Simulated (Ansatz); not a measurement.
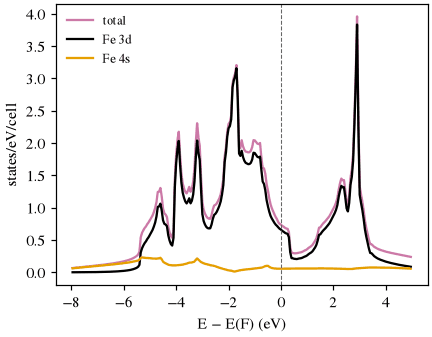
Fig. 1. Total and projected density of states of Fe (bcc (W type), space group No. 229), r²SCAN in the plane-wave PAW code Ansatz

Question: Which orbitals carry the states next to the Fermi level?

Answer: Within 0.5 eV of the Fermi level: Fe 3d 85 %, Fe 4s 8 %, outside the projected shells 7 %. Projections are on Löwdin-orthogonalised atomic valence shells; empty p or d shells of many metals are not among them.

Question: Where is the tallest occupied peak in this window, and what makes it?

Answer: Near -1.7 eV, about 3.2 states/eV per cell; the largest projected share is Fe 3d.

Space group Im-3m (bcc (W type)). Symmetry was held in the r²SCAN relaxation. Spin order of the final state: ferromagnetic, chosen from 3 collinear starts compared on coarse meshes (ties went to the first, and starts can fall back to one state), not a proven ground state. Textbook magnetic order: ferromagnetic. Other orbital occupations within this spin state were not tried.

Potentials: the earlier of the program's two PAW sets.
